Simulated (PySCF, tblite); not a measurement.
**C₇H₁₄SSi: geometry, infrared bands and NMR shifts**

What infrared bands and NMR shifts should C₇H₁₄SSi (`C=C[Si@@H]1C[C@@H]1SC(C)C`) show?

Programs: tblite 0.8.0 and PySCF 2.14.0, with density-fitted response routines of our own. Each step states its level of theory. These are calculated values for one molecule in the gas phase, unless marked as measured. Atoms are numbered from 0 throughout.

### Step 1. The molecule as given

23 atoms, charge 0, multiplicity 1; geometry from: force field or distance geometry start.

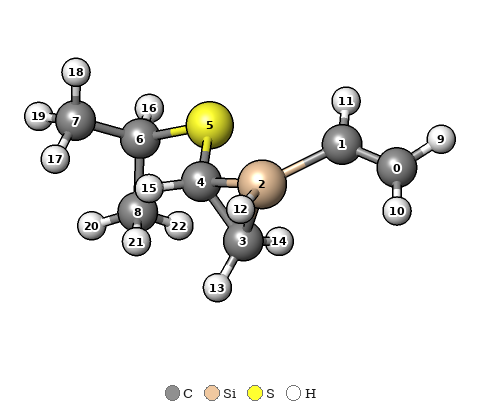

As it starts; carbon grey, silicon light orange, sulfur yellow, hydrogen white, atoms numbered; sticks join atoms by distance.

### Step 2. Relaxing the molecule with GFN2-xTB

Job settings and geometry (Å):

```
{"job": {"kind": "relax", "xc": "GFN2-xTB", "basis": "xTB"}, "charge": 0, "multiplicity": 1}
C      4.507100    -0.036100    -0.636400
C      3.216500     0.272300    -0.892600
Si     2.074300     0.904400     0.383400
C      1.016500    -0.444500     1.155900
C      0.264900     0.530400     0.330900
S     -0.518800    -0.144900    -1.146100
C     -2.282900    -0.359500    -0.773400
C     -3.011000     0.924500    -0.543900
C     -2.391400    -1.182100     0.514800
H      5.071100    -0.409300    -1.485300
H      4.953300     0.076300     0.338500
H      2.841200     0.121600    -1.888800
H      2.544700     1.913300     1.337200
H      0.806700    -0.387900     2.242400
H      1.106900    -1.457700     0.713900
H     -0.369100     1.282700     0.875500
H     -2.727300    -0.895600    -1.638700
H     -2.880600     1.323600     0.479600
H     -2.786100     1.698500    -1.300600
H     -4.112900     0.714300    -0.621900
H     -3.441400    -1.223900     0.903500
H     -1.799800    -0.697200     1.330300
H     -2.086600    -2.223200     0.332000
```

The run is started by

```console
> OMP_NUM_THREADS=1 python probes_run.py task.json out
```

This one command runs all jobs of the session in turn.

Log:

```text
step      E/eV     max force
  0    -734.11225    2.516
  1    -734.33755    1.449
  2    -734.40372    0.609
  3    -734.45457    0.454
  4    -734.49597    0.385
  5    -734.52032    0.337
  6    -734.53693    0.230
  7    -734.54685    0.207
  8    -734.55454    0.194
  9    -734.56018    0.161
 10    -734.56445    0.150
 11    -734.56814    0.153
 12    -734.57173    0.166
 13    -734.57543    0.147
 14    -734.57923    0.137
 15    -734.58300    0.173
 16    -734.58642    0.211
 17    -734.58903    0.144
 18    -734.59099    0.097
 19    -734.59291    0.112
 20    -734.59508    0.176
 21    -734.59737    0.164
 22    -734.59971    0.115
 23    -734.60233    0.125
 24    -734.60554    0.169
 25    -734.60892    0.200
 26    -734.61158    0.121
 27    -734.61358    0.103
 28    -734.61563    0.126
 29    -734.61819    0.202
 30    -734.62085    0.191
 31    -734.62300    0.094
 32    -734.62479    0.129
 33    -734.62692    0.160
 34    -734.62981    0.177
 35    -734.63298    0.134
 36    -734.63563    0.104
 37    -734.63765    0.103
 38    -734.63926    0.135
 39    -734.64045    0.099
 40    -734.64122    0.059
 41    -734.64173    0.076
 42    -734.64234    0.089
 43    -734.64327    0.080
 44    -734.64436    0.070
 45    -734.64521    0.067
 46    -734.64618    0.078
 47    -734.64721    0.095
 48    -734.64829    0.089
 49    -734.64926    0.081
 50    -734.65027    0.090
 51    -734.65157    0.117
 52    -734.65323    0.114
 53    -734.65502    0.105
 54    -734.65677    0.087
 55    -734.65861    0.096
 56    -734.66066    0.128
 57    -734.66272    0.142
 58    -734.66441    0.101
 59    -734.66410    0.195
 60    -734.66661    0.108
 61    -734.66746    0.068
 62    -734.66927    0.092
 63    -734.66992    0.082
 64    -734.67082    0.068
 65    -734.67160    0.060
 66    -734.67251    0.072
 67    -734.67343    0.079
 68    -734.67460    0.078
 69    -734.67565    0.066
 70    -734.67643    0.097
 71    -734.67715    0.079
 72    -734.67789    0.050
 73    -734.67853    0.041
 74    -734.67892    0.055
 75    -734.67929    0.040
 76    -734.67953    0.034
 77    -734.67976    0.031
 78    -734.67997    0.034
 79    -734.68015    0.030
 80    -734.68031    0.023
 81    -734.68046    0.023
 82    -734.68060    0.027
 83    -734.68076    0.033
 84    -734.68095    0.037
 85    -734.68120    0.039
 86    -734.68148    0.040
 87    -734.68173    0.035
 88    -734.68196    0.030
 89    -734.68220    0.035
 90    -734.68252    0.044
 91    -734.68289    0.042
 92    -734.68323    0.036
 93    -734.68352    0.041
 94    -734.68377    0.062
 95    -734.68402    0.046
 96    -734.68426    0.044
 97    -734.68448    0.034
 98    -734.68459    0.034
 99    -734.68476    0.033
100    -734.68489    0.024
101    -734.68498    0.019
102    -734.68504    0.018
103    -734.68509    0.018
104    -734.68516    0.019
105    -734.68524    0.017
106    -734.68532    0.020
107    -734.68541    0.024
108    -734.68551    0.022
109    -734.68560    0.019
110    -734.68570    0.017
111    -734.68579    0.020
112    -734.68589    0.021
113    -734.68600    0.027
114    -734.68614    0.025
115    -734.68629    0.022
116    -734.68643    0.038
117    -734.68653    0.021
118    -734.68662    0.016
119    -734.68668    0.018
120    -734.68674    0.014
121    -734.68678    0.014
122    -734.68681    0.013
123    -734.68684    0.013
124    -734.68687    0.010
125    -734.68689    0.011
126    -734.68692    0.010
```

It took 2.4 s on 1 thread of Arm Neoverse N1, shared host; peak memory 0.18 GiB.

Along the way: (not every step is listed)

```tsv
step	energy from step 0 (eV)	largest force (eV/Å)
0	0.0000	2.5160
1	-0.2253	1.4492
2	-0.2915	0.6092
3	-0.3423	0.4543
4	-0.3837	0.3851
5	-0.4081	0.3369
6	-0.4247	0.2296
7	-0.4346	0.2066
8	-0.4423	0.1936
19	-0.4807	0.1120
30	-0.5086	0.1914
41	-0.5295	0.0765
52	-0.5410	0.1144
63	-0.5577	0.0818
74	-0.5667	0.0553
85	-0.5689	0.0393
96	-0.5720	0.0443
107	-0.5732	0.0244
118	-0.5744	0.0163
121	-0.5745	0.0143
122	-0.5746	0.0128
123	-0.5746	0.0127
124	-0.5746	0.0102
125	-0.5746	0.0110
126	-0.5747	0.0096
```

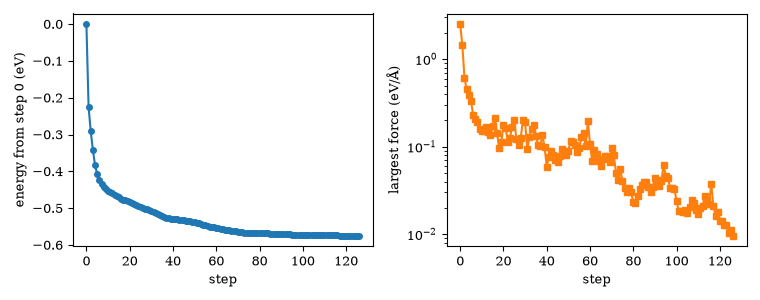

Energy and largest force along the relaxation.

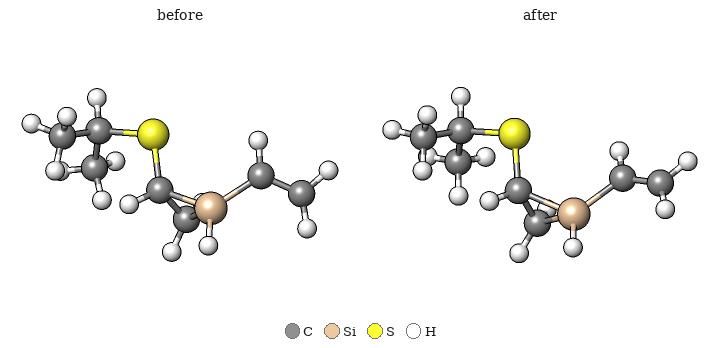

The geometry before (left) and after (right).

Distances of close pairs at the start and the end, largest changes first:

```tsv
bond	before (Å)	after (Å)	change (Å)
Si2–C4	1.848	1.900	+0.052
C3–C4	1.482	1.529	+0.047
C4–H15	1.125	1.082	-0.043
C1–Si2	1.825	1.862	+0.037
C7–H19	1.124	1.089	-0.036
C8–H20	1.120	1.089	-0.031
C8–H21	1.118	1.088	-0.030
S5–C6	1.816	1.845	+0.029
```

The final coordinates are the input of the step that follows.

### Step 3. Harmonic vibrations with GFN2-xTB

Job settings and geometry (Å):

```
{"job": {"kind": "ir", "xc": "GFN2-xTB", "basis": "xTB"}, "charge": 0, "multiplicity": 1}
C      4.462137     0.179058    -0.932044
C      3.185597    -0.106036    -0.717653
Si     2.141585     0.651400     0.625287
C      0.780170    -0.411526     1.386181
C      0.256940     0.620203     0.386040
S     -0.428824     0.027222    -1.162133
C     -2.201214    -0.290626    -0.761285
C     -2.941415     1.009410    -0.493672
C     -2.345200    -1.286380     0.375631
H      5.029246    -0.277465    -1.728000
H      4.998525     0.884599    -0.318559
H      2.688574    -0.816053    -1.368075
H      2.658952     1.743651     1.433486
H      0.466376    -0.271264     2.412164
H      0.686380    -1.442912     1.076015
H     -0.335921     1.429151     0.791833
H     -2.563029    -0.735388    -1.692877
H     -2.604815     1.461396     0.437667
H     -2.772762     1.715866    -1.303423
H     -4.010216     0.818554    -0.411898
H     -3.394084    -1.547152     0.508865
H     -1.975110    -0.861074     1.305890
H     -1.786644    -2.194711     0.160636
```

Log:

```text
mode    cm-1     km/mol
  1      28.5      0.31
  2      55.0      0.14
  3      64.6      1.10
  4      88.4      1.34
  5     131.0      1.52
  6     140.6      2.57
  7     199.9      0.23
  8     206.3      7.77
  9     236.4      0.57
 10     271.8      0.18
 11     319.6      5.23
 12     329.4      5.91
 13     347.1      3.09
 14     445.2      2.21
 15     465.5     27.37
 16     517.5     66.18
 17     577.6     56.40
 18     618.6     11.48
 19     647.7     24.94
 20     677.6     26.59
 21     716.4     47.14
 22     762.2     11.26
 23     790.4     29.82
 24     905.6     46.87
 25     908.1     15.15
 26     928.8      0.32
 27     943.5      1.50
 28     975.8      0.03
 29    1011.6     15.53
 30    1013.2     14.76
 31    1028.9     36.11
 32    1043.7      4.29
 33    1064.9      6.35
 34    1090.5     60.89
 35    1143.6      4.83
 36    1166.9     13.65
 37    1199.0     14.26
 38    1243.3     41.05
 39    1259.7      1.53
 40    1299.9      4.91
 41    1401.5      7.45
 42    1413.5      4.49
 43    1418.7      0.68
 44    1424.7      2.53
 45    1488.3      1.46
 46    1492.1      0.72
 47    1498.0      5.44
 48    1501.9      5.23
 49    1654.1      1.44
 50    2330.8    314.50
 51    2945.7     18.79
 52    3011.6      4.75
 53    3015.8     97.42
 54    3019.5     14.90
 55    3025.4     19.37
 56    3033.2     19.72
 57    3035.5     40.56
 58    3037.5      5.70
 59    3039.3     25.46
 60    3045.8     26.35
 61    3070.2     24.43
 62    3084.3     28.29
 63    3105.8     42.16
```

Wall time 2.2 s (1 thread of Arm Neoverse N1, shared host); peak memory 0.18 GiB.

The strongest bands and the atoms that carry them (share of the mass-weighted mode):

```tsv
cm⁻¹	km/mol	atoms
518	66.2	C1 28 %, H9 25 %, H10 16 %, H12 12 %
578	56.4	H12 69 %, C4 11 %
716	47.1	H13 22 %, H14 20 %, C3 19 %, C4 13 %
906	46.9	H15 47 %, H13 17 %, C4 13 %
1090	60.9	C4 36 %, C3 26 %, H14 19 %
2331	314.5	H12 97 %
3016	97.4	H19 44 %, H20 29 %, H17 16 %
3106	42.2	H10 67 %, H9 23 %
```

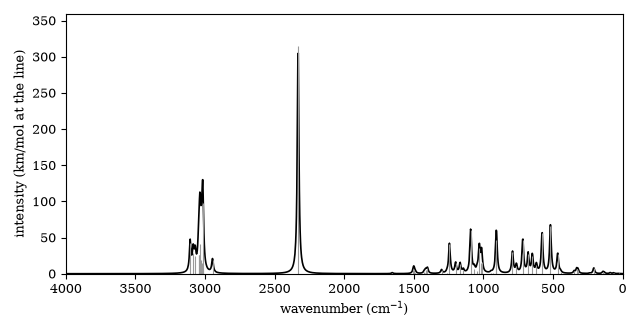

The infrared spectrum from these modes, unscaled. Lines are broadened to a width of 14 cm⁻¹ (Lorentzian).

### Step 4. NMR shieldings: PBE0/pcSseg-1

Same as in step 3 but for these lines:

```diff
@@ -1,2 +1,2 @@
-{"job": {"kind": "ir", "xc": "GFN2-xTB", "basis": "xTB"}, "charge": 0, "multiplicity": 1}
+{"job": {"kind": "nmr", "xc": "PBE0", "basis": "pcSseg-1"}, "charge": 0, "multiplicity": 1}
 C      4.462137     0.179058    -0.932044
```

Level: GIAO PBE0/pcSseg-1 NMR shielding, non-relativistic, gas phase.

Log:

```text
coarse grid: 19536 points
cycle   1  E = -962.0064418397  dE =  8.866e-01  |g| = 5.017e-01  |ddm| = 4.337e+00
cycle   2  E = -961.9850236193  dE =  2.142e-02  |g| = 5.838e-01  |ddm| = 1.068e+00
cycle   3  E = -962.0746934057  dE = -8.967e-02  |g| = 9.618e-02  |ddm| = 6.480e-01
cycle   4  E = -962.0769242666  dE = -2.231e-03  |g| = 3.608e-02  |ddm| = 1.505e-01
cycle   5  E = -962.0772554052  dE = -3.311e-04  |g| = 9.099e-03  |ddm| = 4.200e-02
cycle   6  E = -962.0772756944  dE = -2.029e-05  |g| = 3.502e-03  |ddm| = 1.457e-02
cycle   7  E = -962.0772785562  dE = -2.862e-06  |g| = 8.309e-04  |ddm| = 3.807e-03
final grid: 177336 points
cycle   8  E = -962.1352632296  dE = -4.986e-05  |g| = 1.078e-02  |ddm| = 3.591e-02
cycle   9  E = -962.1352443769  dE =  1.885e-05  |g| = 1.375e-02  |ddm| = 2.159e-02
cycle  10  E = -962.1352923126  dE = -4.794e-05  |g| = 1.628e-03  |ddm| = 1.359e-02
cycle  11  E = -962.1352930316  dE = -7.190e-07  |g| = 3.207e-04  |ddm| = 2.112e-03
cycle  12  E = -962.1352930551  dE = -2.346e-08  |g| = 1.334e-04  |ddm| = 4.496e-04
cycle  13  E = -962.1352930595  dE = -4.425e-09  |g| = 3.803e-05  |ddm| = 1.871e-04
cycle  14  E = -962.1352930598  dE = -3.570e-10  |g| = 9.730e-06  |ddm| = 4.450e-05
converged SCF energy = -962.1352930598

GIAO shielding tensors (ppm)
atom      isotropic    diamagn.    paramagn.     s11        s22        s33       span
  0 C       40.959     249.645    -208.686    -95.473     52.052    166.298    261.771
  1 C       47.929     263.007    -215.078    -66.430     39.278    170.938    237.368
  2 Si     474.306     883.920    -409.614    350.674    361.787    710.458    359.784
  3 C      170.541     256.767     -86.226    135.937    179.219    196.466     60.529
  4 C      174.161     256.891     -82.730    146.280    169.796    206.406     60.126
  5 S      409.205    1060.320    -651.115    317.994    368.648    540.972    222.978
  6 C      141.272     252.982    -111.710    123.371    137.755    162.690     39.320
  7 C      162.598     248.303     -85.705    136.242    162.455    189.097     52.855
  8 C      159.932     249.258     -89.326    139.941    157.249    182.607     42.666
  9 H       25.119      27.234      -2.115     20.922     24.478     29.956      9.034
 10 H       25.303      28.533      -3.230     20.720     24.704     30.484      9.764
 11 H       25.440      34.542      -9.102     22.300     23.241     30.777      8.477
 12 H       28.244      31.446      -3.202     22.537     26.295     35.902     13.365
 13 H       30.465      32.161      -1.697     25.492     26.608     39.294     13.802
 14 H       30.870      33.697      -2.827     26.750     29.144     36.715      9.965
 15 H       29.526      34.591      -5.065     22.211     29.346     37.022     14.811
 16 H       28.981      33.749      -4.768     25.135     26.222     35.587     10.452
 17 H       30.138      31.488      -1.350     26.082     30.590     33.742      7.661
 18 H       30.211      30.477      -0.266     25.365     28.267     37.002     11.637
 19 H       30.360      28.829       1.531     25.529     27.718     37.834     12.304
 20 H       30.315      29.775       0.541     25.446     27.737     37.763     12.317
 21 H       29.965      32.648      -2.683     25.631     31.378     32.886      7.255
 22 H       30.038      31.674      -1.635     25.620     28.631     35.864     10.243
```

Wall time 2.1 min (1 thread of Arm Neoverse N1, shared host); peak memory 1.1 GiB.

The references, computed at this level on geometries of the same kind, shield at (ppm): ¹H TMS 31.72, ¹³C TMS 186.9, ²⁹Si TMS 349.2, ³³S CS2 504. Their shielding less the atom's gives the shift. The references are single molecules in the gas phase. Atoms listed in one row are averaged.

```tsv
atoms	environment	σ (ppm)	δ (ppm)	δ scaled to CDCl3
C0	terminal =CH2 carbon	41.0	146.0	140.5
C1	alkene CH	47.9	139.0	133.7
C6	sp3 CH bonded to S	141.3	45.7	38.2
C8	methyl carbon	159.9	27.0	24.4
C7	methyl carbon	162.6	24.3	21.8
C3	three-membered-ring carbon	170.5	16.4	14.1
C4	three-membered-ring carbon	174.2	12.8	6.1
H9	hydrogen on a terminal =CH2 carbon	25.12	6.60	6.33
H10	hydrogen on a terminal =CH2 carbon	25.30	6.41	6.15
H11	hydrogen on an alkene CH	25.44	6.28	6.02
H12	hydrogen on a silicon bonded to 3 C, in a 3-membered ring	28.24	3.47	–
H16	hydrogen on an sp3 CH bonded to S	28.98	2.74	2.68
H15	hydrogen on a three-membered-ring carbon	29.53	2.19	2.17
H20, H21, H22	hydrogen on a methyl carbon	30.11	1.61	1.62
H17, H18, H19	hydrogen on a methyl carbon	30.24	1.48	1.50
H13	hydrogen on a three-membered-ring carbon	30.46	1.25	1.29
H14	hydrogen on a three-membered-ring carbon	30.87	0.85	0.90
Si2	silicon bonded to 3 C, H, in a 3-membered ring	474.3	-125.1	–
S5	sulfide sulfur	409	95	–
```

The scaled column applies a straight-line fit of computed shieldings to shifts measured in CDCl3, with any fitted terms for Cl, Br or S neighbours (root-mean-square error 0.16 ppm for H, 1.9 ppm for C).

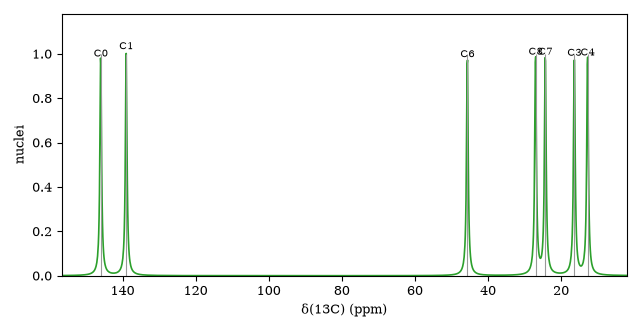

¹³C lines at the computed shifts, without couplings. Lines are broadened to a width of 0.53 ppm (Lorentzian).

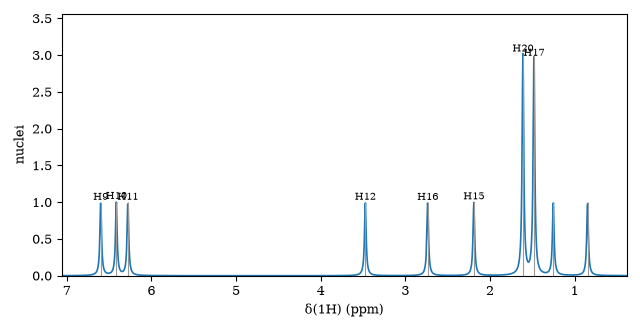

¹H lines at the computed shifts, without couplings. Lines are broadened to a width of 0.02 ppm (Lorentzian).

The run also stored atomic charges by several schemes (e):

```tsv
atoms	Mulliken	IAO	Hirshfeld	ESP fit
C0	-0.15	-0.28	-0.08	-0.41
C1	-0.47	-0.41	-0.13	-0.12
Si2	0.74	0.80	0.33	0.32
C3	-0.42	-0.53	-0.18	-0.64
C4	-0.57	-0.47	-0.13	-0.22
S5	0.04	0.05	-0.01	-0.36
C6	-0.45	-0.17	-0.02	0.52
C7	-0.20	-0.42	-0.13	-0.63
C8	-0.21	-0.42	-0.13	-0.72
```

Hirshfeld charges:

C0 -0.08; C1 -0.13; Si2 0.33; C3 -0.18; C4 -0.13; S5 -0.01; C6 -0.02; C7 -0.13; C8 -0.13; H9 0.05; H10 0.05; H11 0.05; H12 -0.06; H13 0.04; H14 0.04; H15 0.04; H16 0.04; H17 0.04; H18 0.04; H19 0.04; H20 0.04; H21 0.04; H22 0.04

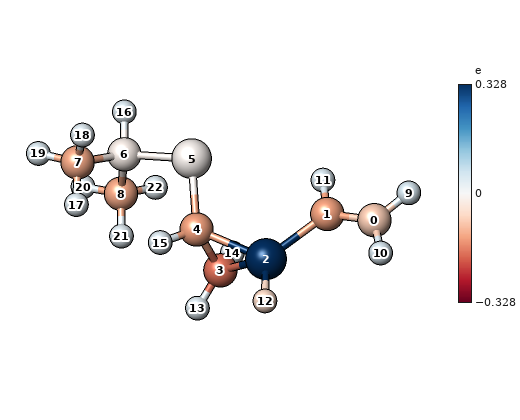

Hirshfeld charges, as colours on the atoms.

Mayer bond orders: C0–C1 1.96, C1–Si2 0.95, Si2–C3 0.94, C3–C4 0.85, C4–S5 1.01, S5–C6 1.00, C6–C7 1.00, C6–C8 1.00, C4–Si2 0.86.

Ring of atoms Si2, C3, C4: NICS(0) -25.6, NICS(1) -7.3, NICS(1)zz -14.3 ppm (means of both faces).

In rings of three or four atoms NICS is ruled by the nearby σ bonds, so it says little on aromaticity.

The fields below are evaluated on a grid from the run's orbitals.

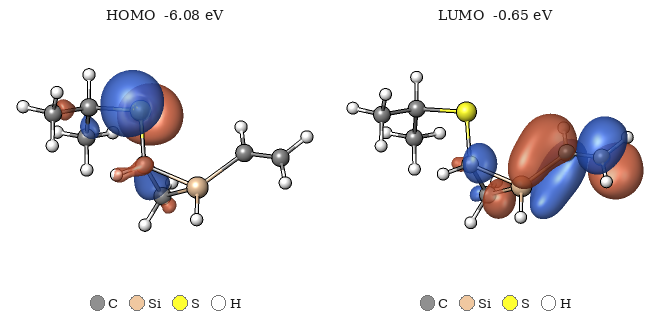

PBE0/pcSseg-1 orbitals near the gap, drawn at the value that encloses 70 % of each; the two colours are the two signs.

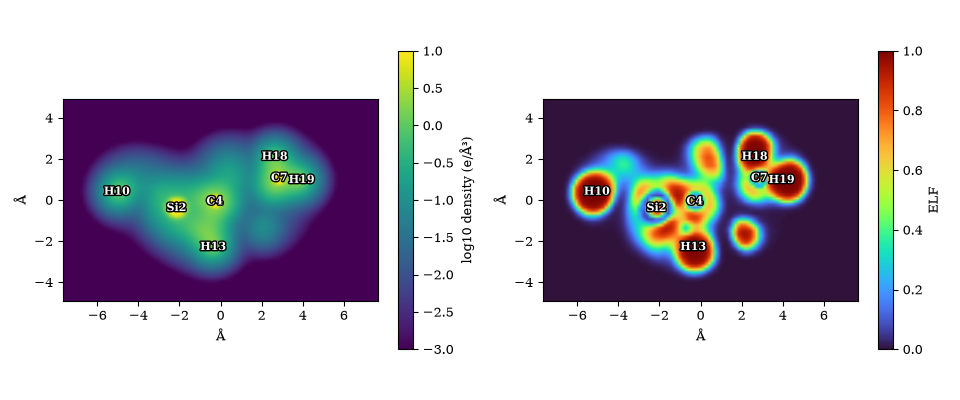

Density (left) and ELF (right) in a plane through or near 7 of the atoms.

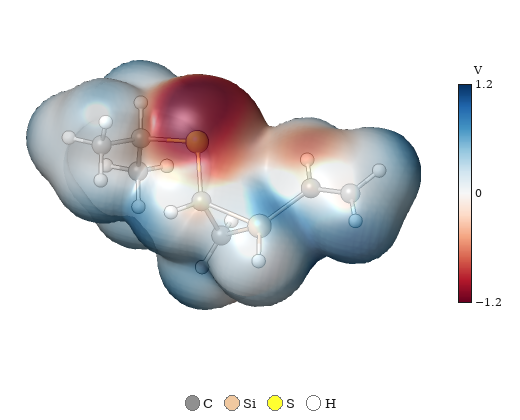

The potential that a unit positive charge feels on the 0.002 e/bohr³ surface, from -1.20 V near S5 to 0.88 V near H10.

### Step 5. What came out

| quantity | value |
| --- | --- |
| strongest single infrared mode (GFN2-xTB) | 2331 cm⁻¹, 314 km/mol |
| zero-point energy (GFN2-xTB) | 117.2 kcal/mol |
| ¹³C shifts against TMS (PBE0/pcSseg-1) | 146.0, 139.0, 45.7, 27.0, 24.3, 16.4, 12.8 ppm |
| ¹H shifts against TMS (PBE0/pcSseg-1, means over atoms taken as alike) | 6.60, 6.41, 6.28, 3.47, 2.74, 2.19, 1.61, 1.48, 1.25, 0.85 ppm |
| ²⁹Si shifts against TMS (PBE0/pcSseg-1) | -125.1 ppm |
| ³³S shifts against CS2 (PBE0/pcSseg-1) | 95 ppm |
| surface potential, least and greatest | -1.20 V and 0.88 V |

**Reading.** Over 126 steps the energy fell by 0.575 eV; of the close pairs, Si2–C4 changed most, 1.848 to 1.900 Å. All 63 modes are real, so the xTB geometry is a minimum. The strongest single mode, at 2331 cm⁻¹, moves mainly H12. GFN2-xTB is a fitted tight-binding method: band positions and strengths are rough. Its intensities can rank the bands wrongly. C0 (terminal =CH2 carbon) lies farthest downfield among carbon, at 146.0 ppm; the olefinic region. At PBE0/pcSseg-1: Shielding is most anisotropic at Si2 (span 360 ppm, paramagnetic term -410 ppm). By nearest atom (PBE0/pcSseg-1), the HOMO sits on S5 73 % and the LUMO on C0, C1 about 25 % each; Si2 12 %.
